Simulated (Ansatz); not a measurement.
# CaMg2Ga2N4: complex band structure, part 2 of 3

Wanted: the relaxed cell of CaMg2Ga2N4, its band edges and its decay constants. It is built by putting Ca for Sr in the SrMg2Ga2N4 structure of space group Cm, with the volume rescaled by atomic radii. The parent structure comes from the Materials Project.

Ansatz 0.2.0; PBE DFT, plane waves, PAW files (the session's first sound run).

So far. Step 2 (Cell and atoms at rest): The largest force component on a free atom ends at 0.0032 eV/Å.

The structure was built from a prototype and need not be the compound's stable phase.

## 3. The bulk crystal and its band edges

The energy window and the wavevectors of the next steps follow from the band edges, so these are searched first, off the mesh as well.

File input.yaml:

```yaml
crystal:
  lattice:
    - [6.1013134472, -1.6594799958, 0.0886459274]
    - [6.1013134472, 1.6594799958, 0.0886459274]
    - [-6.0052044275, 0.0, 5.6262042737]
  atoms:
    - { symbol: Ca, position: [0.9604949199, 0.9604949199, 0.9712130969] }
    - { symbol: Mg, position: [0.6319897431, 0.6319897431, 0.8231059258] }
    - { symbol: Mg, position: [0.1677017896, 0.1677017896, 0.5274453871] }
    - { symbol: Ga, position: [0.3762183617, 0.3762183617, 0.1812590498] }
    - { symbol: Ga, position: [0.8161824707, 0.8161824707, 0.4603357505] }
    - { symbol: "N", position: [0.812570693, 0.812570693, 0.2228531255] }
    - { symbol: "N", position: [0.2428672421, 0.2428672421, 0.8418877006] }
    - { symbol: "N", position: [0.4021042219, 0.4021042219, 0.6610521845] }
    - { symbol: "N", position: [0.5898705578, 0.5898705578, 0.3108477793] }
kpoints:
  mp_grid: { grid: [8, 8, 4] }
  band_path: { path: [VBM, CBM], npoints: 30 }
scf:
  occupations: { method: fixed }
hamiltonian:
  xc: pbe
output:
  eigenvalues: true
  write_potential: true
  write_density: true
  volumetric_format: npy
  elf: true
```

Started as:

```sh
$ ansatz run input.yaml --threads 2 --pin off --max-ram 4096MiB --backend cpu --events-out ev --progress --plain --runs-dir out
```

Numbers of over 12 decimals in the logs are rounded to 6 here.

What it wrote:

```text
[...]
Crystal: 9 atoms, lattice volume = 115.698 Å³
Basis set: ecut = 420 eV, 2261 PW (Γ), FFT grids on a1−a2, a2, a1+a3
Bands: 47, of which v1, the nominal top of the filled ones, is band 38 counted from 1 (37 counted from 0)
Symmetry: 2 space group operations
[...]
k-points: 78 of 256 (time reversal used)
[...]
SCF iter   1: F=—  HF=-14772.187656 eV  |F-HF|=—  |Δ(HF+E_count)|=         —  Δρ=2.26e-3  dr2=6.75e-3  ethr=1.77e-3  ⟨swp⟩=4.6  Hψ=13445  notcnv=0  defer=493
[...]
SCF iter   8: F=-14772.186568 eV  HF=-14772.186568 eV  |F-HF|=2.88e-8  |Δ(HF+E_count)|=   6.71e-8  Δρ=6.68e-6  dr2=5.23e-8  ethr=1.32e-10  ⟨swp⟩=11.7  Hψ=15817  notcnv=0
SCF 1 converged in 8 iterations: F = -14772.186568 eV  dr2 = 5.23e-8
[...]
NSCF: frozen V_eff on 68 k-points
[...]
SCF converged after 8 iterations
Free energy (F): -14772.186568 eV
[...]
Internal energy: -14772.186568 eV  (E = F + TS)
E sigma→0 (E₀):  -14772.186568 eV
Fermi energy:    8.324699 eV
[...]
--- Band table (eV; the first three rows and the last of 78) ---
  k-point 0: bands = [... 34 lower, 8.0980, 8.2384, 8.2950, 8.3247, 9.8696, 12.0904, 12.4762, 13.3801, ... 5 higher]
  k-point 1: bands = [... 34 lower, 7.8762, 8.0929, 8.1165, 8.2896, 10.6793, 11.8162, 12.2710, 13.3305, ... 5 higher]
  k-point 2: bands = [... 34 lower, 7.5982, 7.8939, 8.0406, 8.2914, 11.1283, 11.7840, 12.0016, 12.9443, ... 5 higher]
  k-point 77: bands = [... 34 lower, 7.5033, 7.6493, 8.1411, 8.2657, 11.5237, 11.9929, 12.5954, 12.8225, ... 5 higher]
```

Wall time 43 s (2 threads of Intel Xeon Platinum 8488C (Sapphire Rapids), shared host); peak memory 0.67 GiB; 84 s of CPU time.

Numbers from this step:

```
Fermi energy        : 8.325 eV
gap on the k-mesh   : 1.545 eV
gap on path         : 1.545 eV, by band count; negative where bands overlap
direct gap on path  : 1.545 eV
edge places on path : 0, 0 1/A along the path
```

Levels at VBM (eV): -6.14, -4.10, -3.30, -2.71, -2.58, -1.85, -1.47, -0.45, -0.23, -0.09, -0.03, 0.00, 1.54, 3.77, 4.15, 5.06, 5.52, 5.77, 6.29, 6.45, 6.77.

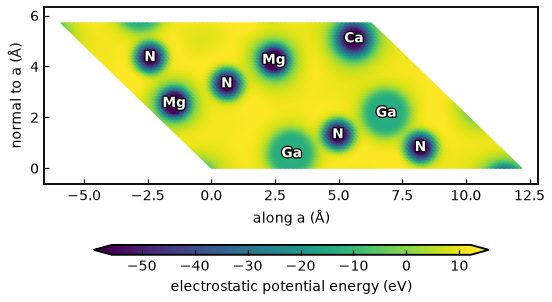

Electrostatic potential energy in the ac plane of the conventional cell at fractional y = 0.000, with atoms of Ca and Mg and Ga and N within 0.2 Å of it. With pseudopotentials it is smooth inside the atoms' cores, unlike the true potential. The map starts off the cell's origin, so that atoms lie inside it.

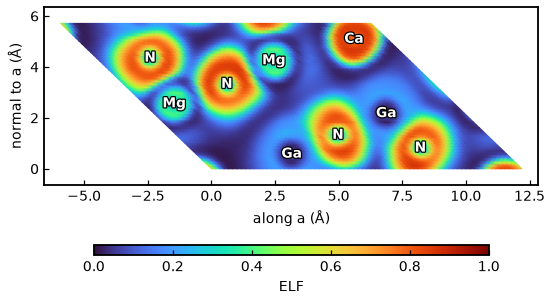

ELF in the ac plane of the conventional cell at fractional y = 0.000, with atoms of Ca and Mg and Ga and N within 0.2 Å of it. It is the smooth field of the valence electrons, not physical close to the nuclei. The map starts off the cell's origin, so that atoms lie inside it.

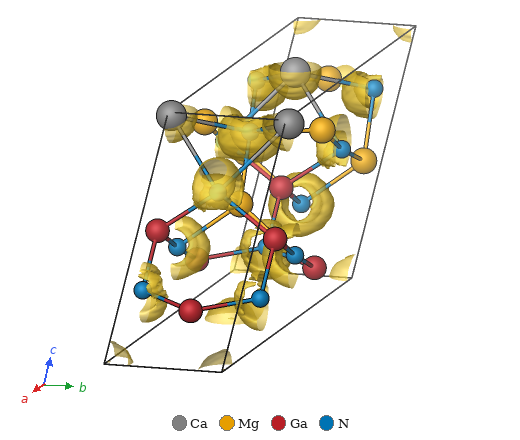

Surface of ELF = 0.79.

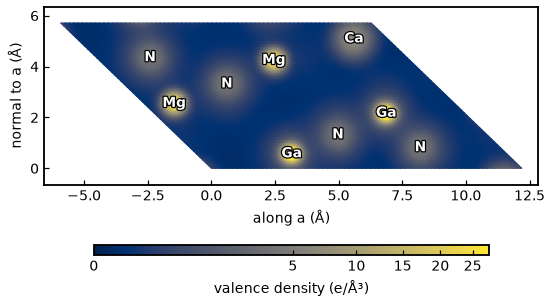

Valence density in the ac plane of the conventional cell at fractional y = 0.000, with atoms of Ca and Mg and Ga and N within 0.2 Å of it. It is the smooth field of the valence electrons, not physical close to the nuclei. The map starts off the cell's origin, so that atoms lie inside it. The colour scale is stretched toward low values.

The searched edges give 1.54 eV, as on the mesh.

## 4. Complex bands, plane (001), k-mesh 8×8×8

This step: PBE DFT, plane waves, PAW files; complex bands by layer matching along the plane's normal (Ansatz 0.2.0).

The same crystal is laid in a cell whose first two vectors span the (001) plane (indices of the standard conventional cell, whose axes can be ordered otherwise than in the bulk input). At fixed energy and wavevector in the plane the solver finds all kz, real and complex. A few wavevectors are listed, (0, 0) and (0.5, 0) in units of the plane's reciprocal vectors; the slowest state needn't be among them.

File input.yaml:

```yaml
crystal:
  lattice:
    - [3.318959992, 0.0, 0.0]
    - [1.659479996, 6.101957381, 0.0]
    - [1.659479996, 0.179121122, 5.712850898]
  atoms:
    - { symbol: Ca, position: [0.0395050801, 0.9497767429, 0.9712130969] }
    - { symbol: Mg, position: [0.3680102569, 0.4408735604, 0.8231059258] }
    - { symbol: Mg, position: [0.8322982104, 0.8079581921, 0.5274453871] }
    - { symbol: Ga, position: [0.6237816383, 0.5711776736, 0.1812590498] }
    - { symbol: Ga, position: [0.1838175293, 0.1720291909, 0.4603357505] }
    - { symbol: "N", position: [0.187429307, 0.4022882605, 0.2228531255] }
    - { symbol: "N", position: [0.7571327579, 0.6438467836, 0.8418877006] }
    - { symbol: "N", position: [0.5978957781, 0.1431562593, 0.6610521845] }
    - { symbol: "N", position: [0.4101294422, 0.8688933363, 0.3108477793] }
kpoints:
  mp_grid: { grid: [8, 8, 8] }
scf:
  occupations: { method: fixed }
hamiltonian:
  xc: pbe
output:
  eigenvalues: true
  transmission:
    leads: [[0, 0]]
    kpoints: [[0.0, 0.0], [0.5, 0.0]]
    e_range: [-1.0, 2.54]
    de: 0.06
```

What it wrote:

```text
[...]
Crystal: 9 atoms, lattice volume = 115.698 Å³
Basis set: ecut = 420 eV, 2261 PW (Γ)
Bands: 47, of which v1, the nominal top of the filled ones, is band 38 counted from 1 (37 counted from 0)
Symmetry: 2 space group operations
[...]
k-points: 150 of 512 (time reversal used)
[...]
SCF iter   1: F=—  HF=-14772.187692 eV  |F-HF|=—  |Δ(HF+E_count)|=         —  Δρ=2.26e-3  dr2=6.73e-3  ethr=1.77e-3  ⟨swp⟩=4.6  Hψ=25828  notcnv=0  defer=950
[...]
SCF iter   8: F=-14772.186611 eV  HF=-14772.186611 eV  |F-HF|=2.61e-8  |Δ(HF+E_count)|=   6.52e-8  Δρ=6.50e-6  dr2=4.95e-8  ethr=1.32e-10  ⟨swp⟩=11.7  Hψ=30397  notcnv=0
SCF 1 converged in 8 iterations: F = -14772.186611 eV  dr2 = 4.95e-8
[...]
transmission: 8 of 16 steps passed
transmission: 16 of 16 steps passed
SCF converged after 8 iterations
Free energy (F): -14772.186611 eV
[...]
Internal energy: -14772.186611 eV  (E = F + TS)
E sigma→0 (E₀):  -14772.186611 eV
Fermi energy:    8.324670 eV
[...]
--- Band table (eV; the first three rows and the last of 150) ---
  k-point 0: bands = [... 34 lower, 8.0980, 8.2383, 8.2950, 8.3247, 9.8696, 12.0904, 12.4762, 13.3801, ... 5 higher]
  k-point 1: bands = [... 34 lower, 8.0371, 8.1007, 8.2248, 8.3110, 10.1600, 11.9909, 12.4331, 13.3911, ... 5 higher]
  k-point 2: bands = [... 34 lower, 7.8762, 8.0928, 8.1164, 8.2895, 10.6793, 11.8162, 12.2710, 13.3305, ... 5 higher]
  k-point 149: bands = [... 34 lower, 7.0032, 7.5435, 7.6952, 7.9536, 11.6682, 12.3547, 13.0571, 13.4586, ... 5 higher]
--- Transmission ---
  basis      : 181 plane waves across, 8 finite elements along
  points     : 2, as listed
  energies   : 60 from -1.000000 to 2.540000 eV about the Fermi level, 0.060000 eV apart; the leads are filled to 0.772443 eV, and channels, transmission and decay are at 0.800000 eV
  crystal 0  : Ca1Ga2N4Mg2, at the sites [0, 0], period 5.7129 Å: whole cells are its period
    offset         : up to 0.0000 Å between an atom of the period and one for which it stands
    channels       : 0.000000e0 a spin
    conductance    : none, the energies end too early or step too widely for 300 K: set another output.transmission.e_range or a lower de, or, where they end at an eighth of basis.ecutwfc, a higher one
    slowest decay  : 0.1440 /Å at (0.0000, 0.0000)
```

It took 49 s on 2 threads; peak memory 0.82 GiB; 83 s of CPU time.

Numbers from this step:

```
level to which the leads are filled                       : 0.7724 eV from the Fermi level
decay constant at the filling level, zone centre          : 0.1440 Å⁻¹
decay constant at the filling level, slowest listed point : 0.144 Å⁻¹
```

K parallel (0, 0); values up to 1.5 1/Å, a degenerate pair printed once or twice; energies at which all values exceed this have no row. The Im kz of the slowest decaying states by energy, zero at the highest filled level on the SCF mesh:

```tsv
energy (eV)	decay 1 (Å⁻¹)	decay 2 (Å⁻¹)	decay 3 (Å⁻¹)	decay 4 (Å⁻¹)
-1.000	0.0931	0.332	0.589	0.706
-0.520	0.0936	0.313	0.464	0.481
0.020	0.0596	0.149	0.182	0.299
0.500	0.138	0.404	0.426	0.506
0.980	0.138	0.414	0.536	0.620
1.520	0.0360	0.405	0.605	0.646
2.000	0.378	0.595	0.637	0.732
2.480	0.322	0.548	0.647	0.757
```

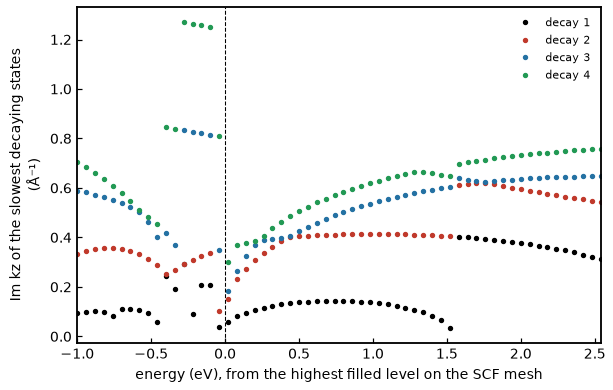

Im kz of the slowest decaying states, plotted against energy.

K parallel (0, 0). Table of Re kz of states that move upwards by energy, zero at the highest filled level on the SCF mesh:

```tsv
energy (eV)	channel 1 (Å⁻¹)	channel 2 (Å⁻¹)	channel 3 (Å⁻¹)
-1.000	-0.282	-	-
-0.820	-0.232	-	-
-0.580	-0.386	-0.158	-
-0.400	-0.479	-0.221	-
-0.220	-0.287	-0.106	-
0.020	-	-	-
0.200	-	-	-
0.380	-	-	-
0.620	-	-	-
0.800	-	-	-
0.980	-	-	-
1.220	-	-	-
1.400	-	-	-
1.580	0.0439	-	-
1.820	0.133	-	-
2.000	0.182	-	-
2.180	0.228	-	-
2.420	0.294	-	-
```

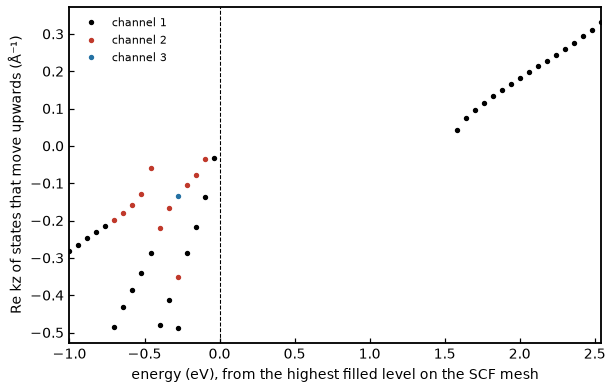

Re kz of states that move upwards against energy.

K parallel (0.5, 0); values up to 1.5 1/Å, a degenerate pair printed once or twice; energies at which all values exceed this have no row. The Im kz of the slowest decaying states by energy, zero at the highest filled level on the SCF mesh:

```tsv
energy (eV)	decay 1 (Å⁻¹)	decay 2 (Å⁻¹)	decay 3 (Å⁻¹)	decay 4 (Å⁻¹)
-1.000	0.293	0.304	0.345	1.01
-0.520	0.189	0.201	0.337	0.456
0.020	0.358	0.395	0.403	0.425
0.500	0.390	0.445	0.447	0.538
0.980	0.401	0.470	0.471	0.594
1.520	0.395	0.473	0.489	0.633
2.000	0.376	0.452	0.503	0.652
2.480	0.342	0.378	0.533	0.631
```

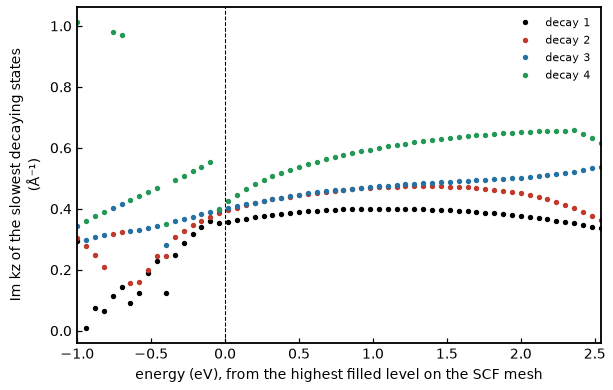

Im kz of the slowest decaying states against energy.

At the listed wavevectors the last open channel is at -0.04 eV and the next at +1.58 eV on the grid. At +0.80 eV, the grid energy nearest the filling level (the middle of the gap on the SCF mesh), the slowest state at the listed wavevectors decays with κ = 0.144 Å⁻¹, its amplitude falling by e over 6.9 Å. Through 1 nm of this crystal that state's transmission falls by exp(−2 × 0.144 Å⁻¹ × 10 Å) = 0.056.

## 5. Decay over the two-dimensional zone

The listed points could miss the slowest state, so one energy near mid-gap is solved on a mesh of 14×8.

input.yaml: that of step 4 with these lines changed.

```diff
@@ -23,6 +23,2 @@
   eigenvalues: true
-  transmission:
-    leads: [[0, 0]]
-    kpoints: [[0.0, 0.0], [0.5, 0.0]]
-    e_range: [-1.0, 2.54]
-    de: 0.06
+  transmission: { leads: [[0, 0]], kmesh: [14, 8], e_range: [0.77, 0.78], de: 0.05 }
```

What it wrote:

```text
[...]
Crystal: 9 atoms, lattice volume = 115.698 Å³
Basis set: ecut = 420 eV, 2261 PW (Γ)
Bands: 47, of which v1, the nominal top of the filled ones, is band 38 counted from 1 (37 counted from 0)
Symmetry: 2 space group operations
[...]
k-points: 150 of 512 (time reversal used)
[...]
SCF iter   1: F=—  HF=-14772.187692 eV  |F-HF|=—  |Δ(HF+E_count)|=         —  Δρ=2.26e-3  dr2=6.73e-3  ethr=1.77e-3  ⟨swp⟩=4.6  Hψ=25828  notcnv=0  defer=950
[...]
SCF iter   8: F=-14772.186611 eV  HF=-14772.186611 eV  |F-HF|=2.61e-8  |Δ(HF+E_count)|=   6.52e-8  Δρ=6.50e-6  dr2=4.95e-8  ethr=1.32e-10  ⟨swp⟩=11.7  Hψ=30397  notcnv=0
SCF 1 converged in 8 iterations: F = -14772.186611 eV  dr2 = 4.95e-8
[...]
transmission: 64 of 464 steps passed
transmission: 96 of 464 steps passed
[...]
transmission: 464 of 464 steps passed
SCF converged after 8 iterations
Free energy (F): -14772.186611 eV
[...]
Internal energy: -14772.186611 eV  (E = F + TS)
E sigma→0 (E₀):  -14772.186611 eV
Fermi energy:    8.324670 eV
[...]
--- Band table (eV; the first three rows and the last of 150) ---
  k-point 0: bands = [... 34 lower, 8.0980, 8.2383, 8.2950, 8.3247, 9.8696, 12.0904, 12.4762, 13.3801, ... 5 higher]
  k-point 1: bands = [... 34 lower, 8.0371, 8.1007, 8.2248, 8.3110, 10.1600, 11.9909, 12.4331, 13.3911, ... 5 higher]
  k-point 2: bands = [... 34 lower, 7.8762, 8.0928, 8.1164, 8.2895, 10.6793, 11.8162, 12.2710, 13.3305, ... 5 higher]
  k-point 149: bands = [... 34 lower, 7.0032, 7.5435, 7.6952, 7.9536, 11.6682, 12.3547, 13.0571, 13.4586, ... 5 higher]
--- Transmission ---
  basis      : 181 plane waves across, 8 finite elements along
  points     : 58, standing for a mesh of 14 x 8
  energies   : 1 from 0.770000 to 0.770000 eV about the Fermi level; the leads are filled to 0.772443 eV, and channels, transmission and decay are at 0.770000 eV
[...]
channels       : 0.000000e0 a spin
    conductance    : none, crystal 0 has no channel at the energies, or these end too early or step too widely for 300 K: set another output.transmission.e_range or a lower de, or, where they end at an eighth of basis.ecutwfc, a higher one
    slowest decay  : 0.1443 /Å at (0.0000, 0.0000)
```

Run time: 56 s. Hardware: 2 threads; peak memory 0.81 GiB.

This step gave:

| Item | Value |
| --- | --- |
| least decay constant on the mesh | 0.1443 Å⁻¹ |

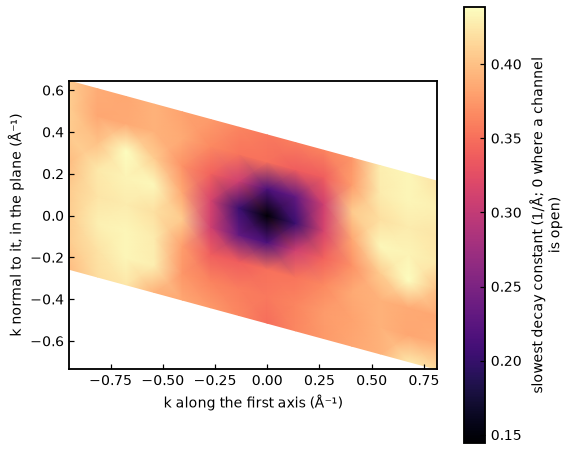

Slowest decay constant (1/Å; 0 where a channel is open) over k1 and k2. At 0.7700 eV from the Fermi level.

The least value on the mesh is 0.144 Å⁻¹ at +0.77 eV. At that energy the listed points give about 0.144 Å⁻¹ by interpolation, so the mesh holds no clearly slower state.

[end of part 2 of 3]

[Logs are printed without paths, hosts, clocks, repeated set-up lines and the standing remarks that a program may print on its own settings, such as how far it seeks lower states.]

[Hosts, paths, dates, database ids (printed as entryN), source tags and the programs' standing remarks are cut or masked in the printed files.]
